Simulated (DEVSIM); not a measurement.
Structure: abrupt InP p-n junction, at 250 K.

```tsv
layer (left to right)	material	thickness (μm)	Nd (cm⁻³)	Na (cm⁻³)	τn (s)	τp (s)
1	InP	68.0	-	5.6e17	3.8e-8	3.8e-8
2	InP	260	5e14	-	3.8e-8	3.8e-8
```

Left contact: ohmic. Right contact: ohmic. Voltage is applied to the left contact. Recombination: SRH at mid-gap, radiative. Mobility is μmin + (μ − μmin)/(1 + (N/Nref)^α).

This is a model device: material constants are rounded textbook-type values typed into the input, and sizes, dopings and lifetimes were drawn at random. Values at 300 K; Nc and Nv go as T^1.5, mobilities as T to minus their exponent, the gap by Varshni's rule with the affinity fixed.

```tsv
parameter	InP
gap (eV)	1.344
affinity (eV)	4.38
permittivity	12.5
Nc (cm⁻³)	5.7e17
Nv (cm⁻³)	1.1e19
μn (cm²/Vs)	5200
μp (cm²/Vs)	170
μn,min	400
μp,min	10
Nref,n	3e17
Nref,p	4.9e17
αn	0.47
αp	0.62
T exponent of μn	2
T exponent of μp	2
B (cm³/s)	1.2e-10
Varshni α (eV/K)	0.000363
Varshni β (K)	162
```

Model (solved in DEVSIM): 1D drift-diffusion, Boltzmann statistics, complete ionisation; no tunnelling, impact ionisation, image-force lowering or self-heating.

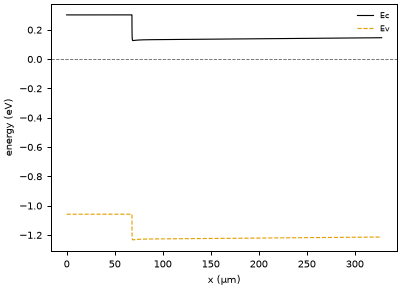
Fig. 1. Band edges at 1.0 V on the left contact

Energies count from the Fermi level of the right contact; mesh points crowd at the junctions.

```
x (μm)   Ec (eV)  Ev (eV)  n (cm⁻³)  p (cm⁻³)  field (V/cm)
-------  -------  -------  --------  --------  ------------
0.000      0.301   -1.058     < 1e2    5.6e17           ≈ 0
0.07212    0.301   -1.058   1500000    5.6e17           ≈ 0
0.3608     0.301   -1.058   7300000    5.6e17           ≈ 0
1.455      0.301   -1.058     3.0e7    5.6e17           ≈ 0
9.632      0.301   -1.058     2.4e8    5.6e17           ≈ 0
36.67      0.301   -1.058     5.5e9    5.6e17           ≈ 0
60.19      0.302   -1.058    7.8e10    5.6e17           ≈ 0
66.77      0.302   -1.058    1.6e11    5.6e17           ≈ 0
67.71      0.302   -1.058    1.8e11    5.6e17           ≈ 0
67.95      0.302   -1.058    1.9e11    5.6e17           ≈ 0
68.00      0.263   -1.097    1.1e12    9.2e16        -24000
68.16      0.162   -1.198    1.2e14    8.5e14         -2500
68.72      0.127   -1.233    6.3e14    1.5e14           -42
70.94      0.128   -1.232    6.0e14    9.7e13           ≈ 0
86.58      0.132   -1.227    5.0e14    3.5e12           ≈ 0
139.5      0.135   -1.224    5.0e14     2.7e7           ≈ 0
268.1      0.142   -1.217    5.0e14     < 1e2           ≈ 0
313.1      0.145   -1.215    5.0e14     < 1e2           ≈ 0
325.6      0.146   -1.214    5.0e14     < 1e2           ≈ 0
327.4      0.146   -1.214    5.0e14     < 1e2           ≈ 0
327.9      0.146   -1.214    5.0e14     < 1e2           ≈ 0
328.0      0.146   -1.214    5.0e14     < 1e2           ≈ 0
```
